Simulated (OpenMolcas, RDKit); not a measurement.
**AlH (SMILES [AlH]): methods side by side**

AlH: 2 atoms, total charge 0, spin state singlet. SMILES: `[AlH]`. The shape comes from GFN2-xTB, which is rough for such elements, and wasn't checked as a minimum.

```xyz
2

Al    0.0000    0.0000    0.0000
H     0.0000    0.0000    1.6135
```

Each level gives the HOMO–LUMO gap (eV). The values are calculated.

| level | kind | program | value (eV) |
| --- | --- | --- | --- |
| extended Hückel | semi-empirical | RDKit | 3.34 |
| UHF/pcseg-0 | Hartree–Fock | OpenMolcas | 8.73 |
| SVWN5/pcseg-0 | LDA | OpenMolcas | 2.11 |
| PBE/pcseg-0 | GGA | OpenMolcas | 2.24 |
| r2SCAN/pcseg-0 | meta-GGA | OpenMolcas | 2.55 |
| M06-2X/pcseg-0 | hybrid meta-GGA | OpenMolcas | 5.48 |
| PBE0/pcseg-0 | global hybrid | OpenMolcas | 3.90 |
| B2PLYP/pcseg-0 | double hybrid | OpenMolcas | 5.74 |

The values span 2.11 to 8.73 eV. All rows use very small basis sets, so even the best lies far from the true value. Orbital gaps aren't excitation energies, and those of double hybrids come from the SCF part alone; they tend to grow with the share of exact exchange.

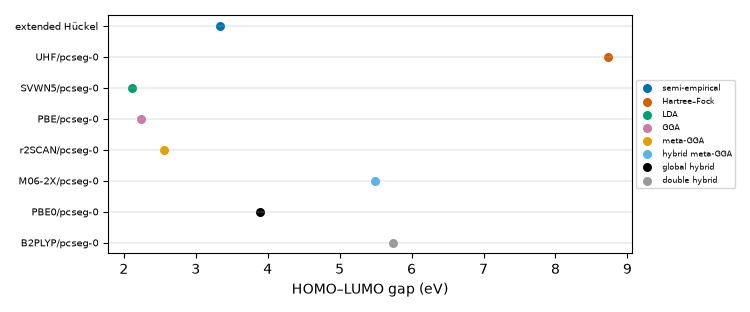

The values of the table, level by level.
